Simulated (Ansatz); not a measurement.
H8N2SSi2 (SMILES N[SiH](S)N[SiH3])

The calculation's input:

```
crystal:
  periodic: [false, false, false]
  atoms:
    - { symbol: "N", position_ang: [-1.2248, 1.2022, 1.1583] }
    - { symbol: Si, position_ang: [-0.3256, -0.0828, 0.7427] }
    - { symbol: S, position_ang: [1.3231, 0.027, 1.999] }
    - { symbol: "N", position_ang: [0.2097, 0.4427, -0.7841] }
    - { symbol: Si, position_ang: [0.4512, -0.9205, -1.7783] }
    - { symbol: H, position_ang: [-1.9511, 1.3709, 0.395] }
    - { symbol: H, position_ang: [-0.6589, 2.0751, 1.0859] }
    - { symbol: H, position_ang: [-1.0855, -1.295, 0.8074] }
    - { symbol: H, position_ang: [0.6697, -0.0423, 3.2002] }
    - { symbol: H, position_ang: [0.9988, 0.9613, -0.6639] }
    - { symbol: H, position_ang: [0.9189, -0.3871, -3.0345] }
    - { symbol: H, position_ang: [-0.7761, -1.6806, -1.945] }
    - { symbol: H, position_ang: [1.471, -1.7059, -1.1678] }
basis:
  gaussian: { orbitals: def2-SVP }
hamiltonian:
  xc: r2scan
  dispersion: d4
relax:
  f_tol: 0.015
  max_steps: 40
output:
  orbitals: {}
```

Run with:

```sh
ansatz run input.yaml --threads 2 --pin off --max-ram 3072MiB --backend cpu --events-out ev --progress --plain --runs-dir out
```

The fields are those of the run's last geometry, not of the input's.

These are results of RKS r2SCAN-D4/def2-SVP (Ansatz), not measurements.

> What will maps of the electron density and electron localisation function show?

Si–N (1.74 Å): ρ is about 1 e/Å³ halfway; the ELF peaks at about 0.90 between the atoms: a shared but strongly polarised pair.
Si–H (1.50 Å): ρ at the midpoint is about 0.75 e/Å³; the ELF climbs to about 1 towards the hydrogen, as it does in any bond to H.

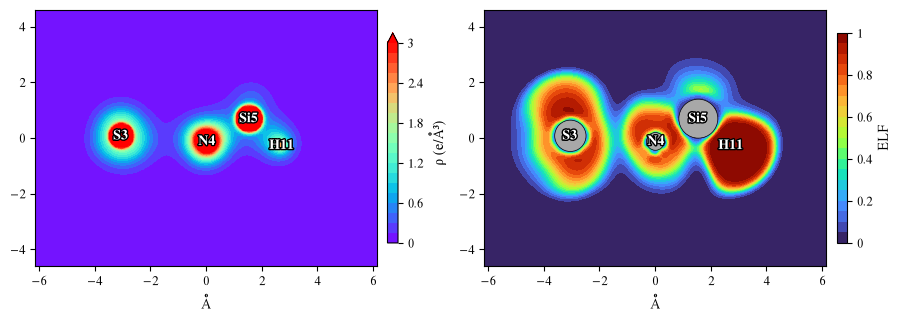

Computed electron density and electron localisation function on the plane of atoms N4, Si5 and H11, in this order. Grey discs cover the atomic cores in the ELF map. 
